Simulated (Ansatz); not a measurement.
BHBrClF₂: several calculations on one system

Part 1: Relaxation

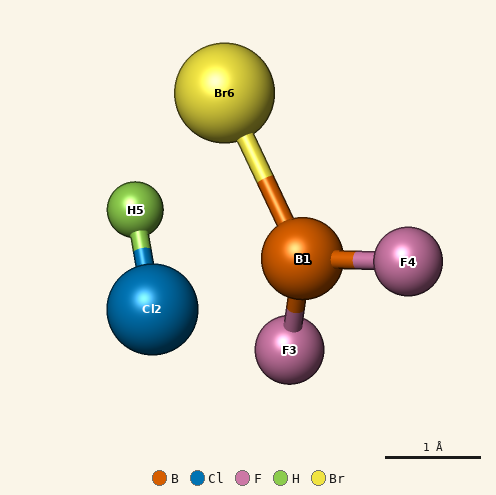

Starting structure of BHBrClF₂ (started from a transition state, displaced along its imaginary mode). A ball-and-stick model, seen at a tilt.

Level of theory: RKS PBE0-D4/def2-TZVP (Ansatz 0.2.0).

Input file:
```yaml
crystal:
  periodic: [false, false, false]
  atoms:
    - {symbol: B, position_ang: [0.022804, -0.553463, 0.311367]}
    - {symbol: Cl, position_ang: [-1.049664, 1.035794, -0.809462]}
    - {symbol: F, position_ang: [-0.164263, -1.629447, -0.470716]}
    - {symbol: F, position_ang: [-0.607425, -0.540377, 1.497564]}
    - {symbol: H, position_ang: [0.070191, 1.288163, -0.696966]}
    - {symbol: Br, position_ang: [1.728257, 0.399229, 0.168213]}
basis:
  gaussian: {orbitals: def2-TZVP}
hamiltonian: {xc: pbe0, dispersion: d4}
relax: {f_tol: 0.005, max_steps: 200}
```

Run as
```bash
ansatz run in.yaml --threads 4 --pin off --events-out ev --progress --plain --max-ram 9574MiB
```

> Predict the outcome.

H5 moves most after the best rigid fit: 0.92 Å. Largest moves by element: H 0.92 Å, Cl 0.53 Å, Br 0.53 Å, B 0.50 Å, F 0.21 Å. Near-neighbour distances that change, for instance: H5–Br6 2.071 → 3.376 Å, B1–Cl2 2.221 → 3.250 Å, Cl2–Br6 3.013 → 3.876 Å, Cl2–H5 1.153 → 1.280 Å. Bond angles that change, for instance: F3–B1–F4 117.2° → 119.8°, F3–B1–Br6 117.9° → 120.1°. The energy falls by 24.3 kcal/mol in 17 accepted moves (19 points after the start). The largest force component goes from 7.1 to 0.0012 eV/Å. The line search rejected the trial steps at points 5, 12 of the run. Cost: 54 s on 4 threads of Arm Neoverse V2, with other jobs on the host.

The structure at the end:

```xyz
6

B     0.2551   -0.9123    0.5622
Cl   -1.3455    1.3941   -1.0743
F    -0.0878   -1.7832   -0.3509
F    -0.5251   -0.7084    1.5916
H    -0.2320    2.0185   -1.1691
Br    1.9352   -0.0087    0.4405
```

After the run, drawn alike:

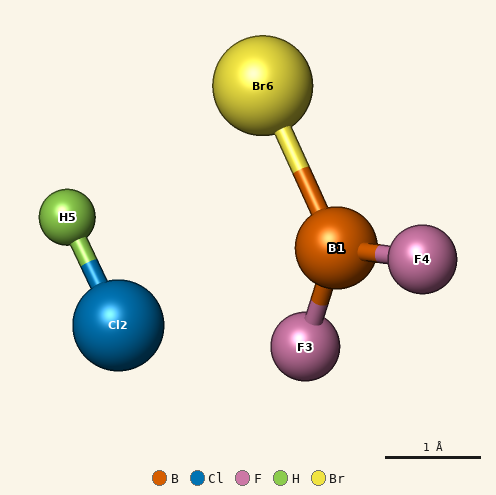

Part 2: Relaxation

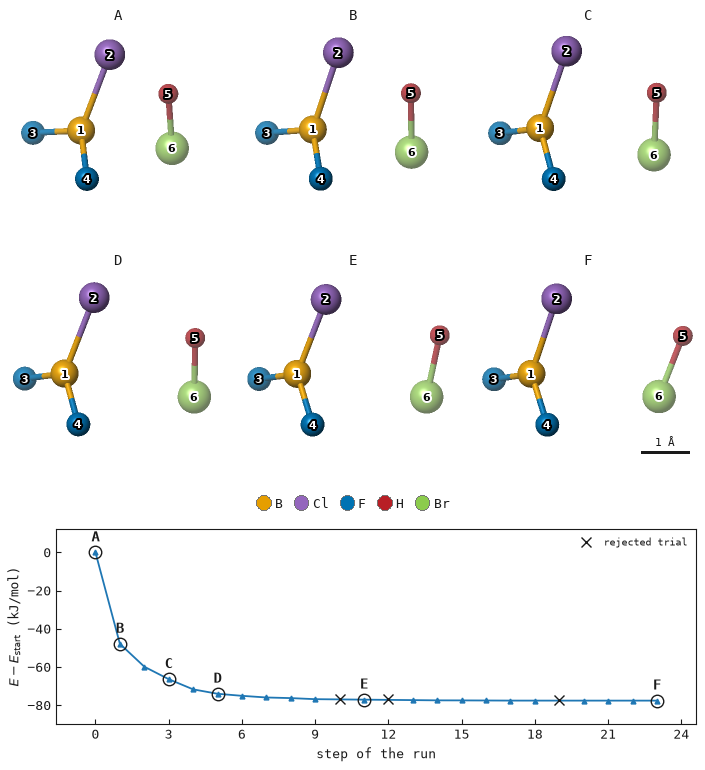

Frames of a relaxation of BHBrClF2 (started from a transition state, displaced along its imaginary mode), marked on the history of the run. Style: ball-and-stick. Shown at a tilt.

Level of theory: Ansatz, RKS PBE0-D4/def2-TZVP. (force threshold 0.005 eV/Å; at most 200 steps)

Describe the path.

Answer. After 20 accepted moves (23 points after the start) the energy has fallen by 77.6 kJ/mol. Largest force component: 3.5 eV/Å at the start, 0.0049 eV/Å at the end. The line search rejected the trial steps at points 10, 12, 19 of the run. The largest move after the best rigid fit is that of H5, 1.10 Å. By element the largest moves are H 1.10 Å, Cl 0.59 Å, B 0.51 Å, Br 0.45 Å, F 0.23 Å. Near-neighbour distances that change, for instance: Cl2–H5 1.945 → 3.511 Å, B1–Br6 2.435 → 3.391 Å, Cl2–Br6 3.067 → 3.918 Å, H5–Br6 1.340 → 1.421 Å. Bond angles that change, for instance: Cl2–B1–F3 118.2° → 120.3°. From step 0 to 1: H5 moves most (0.19 Å), energy −47.8 kJ/mol. From step 1 to 3: H5 moves most (0.27 Å), energy −18.5 kJ/mol. From step 3 to 5: Br6 moves most (0.24 Å), energy −7.63 kJ/mol. From step 5 to 11: H5 moves most (0.23 Å), energy −3.08 kJ/mol. From step 11 to 23: H5 moves most (0.21 Å), energy −0.51 kJ/mol.

```tsv
step	E − E(0), kJ/mol	largest force component, eV/Å	note
0	0.00	3.5235	
1	-47.84	1.1198	
2	-59.80	0.9376	
3	-66.35	0.9432	
4	-71.67	0.7757	
5	-73.98	0.6452	
6	-75.06	0.5308	
7	-75.92	0.4033	
8	-76.25	0.4087	
9	-76.81	0.2064	
10	-76.51	0.3006	rejected
11	-77.06	0.1595	
12	-76.85	0.3427	rejected
13	-77.30	0.1082	
14	-77.43	0.0675	
15	-77.45	0.0563	
16	-77.50	0.1286	
17	-77.56	0.0288	
18	-77.56	0.0406	
19	-77.50	0.1197	rejected
20	-77.57	0.0192	
21	-77.57	0.0163	
22	-77.57	0.0093	
23	-77.57	0.0049
```

Part 3: Reaction

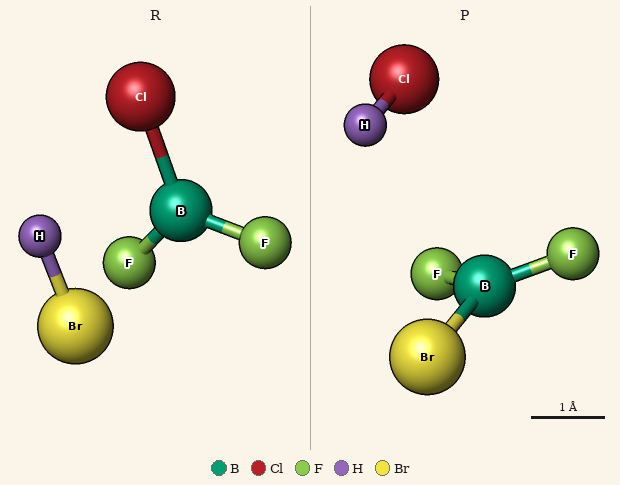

Reactant (R) and product (P) of one elementary step of BHBrClF2. Style: ball-and-stick. Shown from a free direction.

Stationary points at PBE0-D4/def2-TZVP, single-point energies with CCSD(T)/CBS, CAM-B3LYP-D4, CCSD(T), SPW92 (LDA) (def2-TZVPP where no basis is named; Ansatz 0.2.0). The energies are electronic, without zero-point or thermal terms, and both ends are the minima reached downhill from the saddle, with any fragments still in contact. CCSD(T)/CBS stands for a frozen-core estimate: MP2 correlation extrapolated from def2-TZVPP and def2-QZVPP, CCSD(T) minus MP2 from the smaller set.

Question: Predict the saddle point between them and the barrier.

Answer: Counted by bonded pieces, R holds BClF₂ + HBr and P holds BBrF₂ + HCl. From R over the saddle to P, bonds form: B–Br (3.39 → 2.20 → 1.91 Å), Cl–H (3.51 → 1.55 → 1.28 Å). Bonds break: B–Cl (1.75 → 2.00 → 3.25 Å), Br–H (1.42 → 1.71 → 3.38 Å). The saddle has one imaginary mode, 712i cm⁻¹. With CCSD(T)/CBS the barrier is 25.8 kcal/mol from R and 23.3 kcal/mol from P, and P lies 2.5 kcal/mol above R.

```tsv
level	barrier from R (kcal/mol)	barrier from P (kcal/mol)	P less R (kcal/mol)
CCSD(T)/CBS	25.8	23.3	2.5
CAM-B3LYP-D4	26.8	23.5	3.3
CCSD(T)	27.2	24.5	2.7
SPW92 (LDA)	8.2	5.3	2.9
```

Against CCSD(T)/CBS, CAM-B3LYP-D4 comes closest on the barrier from R (+1.0 kcal/mol) and SPW92 (LDA) misses most (−17.6 kcal/mol).

The saddle point in the same view, with dashed sticks for the bonds that form or break:

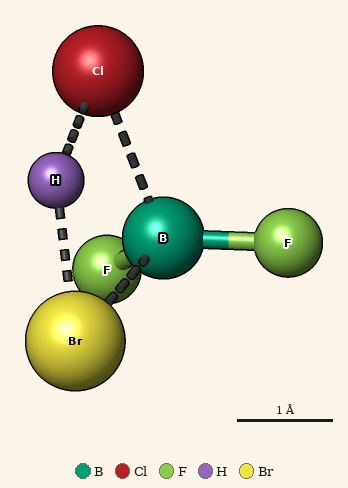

Limits of the set-up: the start holds two separate molecules, 3.4 Å apart at their closest, whose relative position is a soft coordinate.
